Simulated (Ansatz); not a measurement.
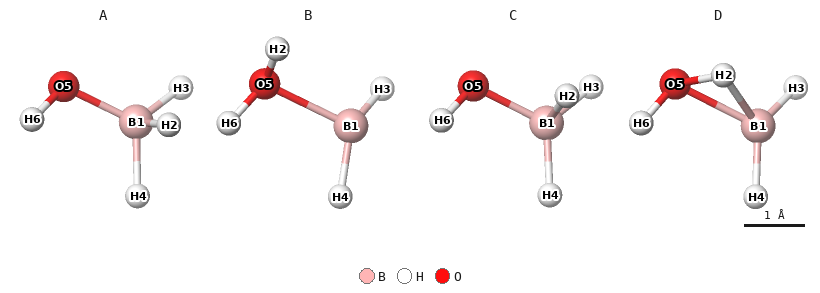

4 geometries from a converged minimum-energy path of BH₄O (multiplicity 2), shuffled. A ball-and-stick model, seen at a tilt.

The calculation used Ansatz 0.2.0, UKS PBE0/def2-SVP. Set-up: 7 movable images; climbing image; force threshold 0.03 eV/Å; iteration limit 60; starting path through a guess of the saddle point.

Which frame is the transition state?

Answer. D. In order along the path, whose images run from 0 to 8: A (image 1, +3.7 kcal/mol), C (image 2, +7.8 kcal/mol), D (image 4, +30.7 kcal/mol), B (image 6, +24.0 kcal/mol). A hydrogen atom shifts from one atom to another. Breaking: B1–H2 (1.30 → 1.49 at the top → 2.13 Å). Forming: H2–O5 (2.27 → 1.12 at the top → 0.97 Å).
